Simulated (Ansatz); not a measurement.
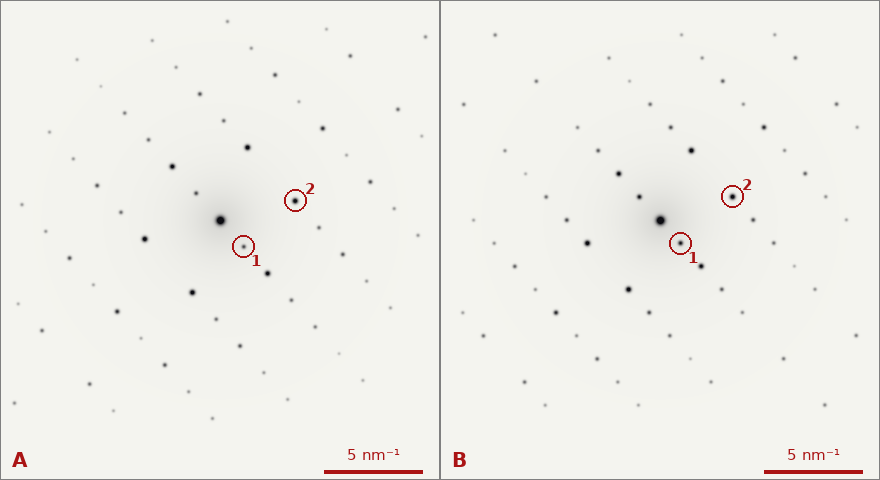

Kinematic electron diffraction patterns (120 kV, B = 0.5 Å², same scale) along [1-10] of the run's own cell, for the start and the end of one relaxation of TiI with Ansatz 0.2.0, DFT PBE, scalar-relativistic, plane waves, PAW. k mesh 10×14×8. The start is a generated model structure, and the relaxation ends in the nearest stationary point of its symmetry, not necessarily the ground state. Spot 1 is 0 0 -1 and spot 2 is 1 1 -1 in both.

Start structure:

```
Ti I
1.0
     4.71955    0.00000    0.00000
     0.00000    3.54042    0.00000
     0.00000    0.00000    5.44376
Ti I
2 2
Direct
  0.75000 0.00000 0.66025
  0.25000 0.00000 0.33975
  0.75000 0.50000 0.25217
  0.25000 0.50000 0.74783
```

**Which pattern belongs to the start structure, and which to the relaxed one?**

A is the start: its cell gives d(1) = 5.444 Å, d(2) = 2.512 Å and an angle of 62.5°. B is the relaxed structure, with d(1) = 6.293 Å (+15.6 %), d(2) = 2.557 Å (+1.8 %) and 66.0°.

**Name reflections whose intensity changes strongly on relaxation.**

0 0 1 goes from 15 to 40 % of the strongest spot; 1 1 -2 goes from 7.7 to 17 % of the strongest spot; 1 1 -3 goes from 14 to 7.5 % of the strongest spot.

**What did the relaxation do to the structure and the energy?**

The volume changed by +11.9 % to 25.44 Å³ an atom; with the mean shift removed, the atoms moved by up to 0.24 Å relative to the cell (Ti most); the space group stayed Pmma (No. 51); the free energy fell by 15 meV an atom. Relaxed cell: a = 4.564 Å, b = 3.543 Å, c = 6.293 Å, α = 90.00°, β = 90.00°, γ = 90.00°.
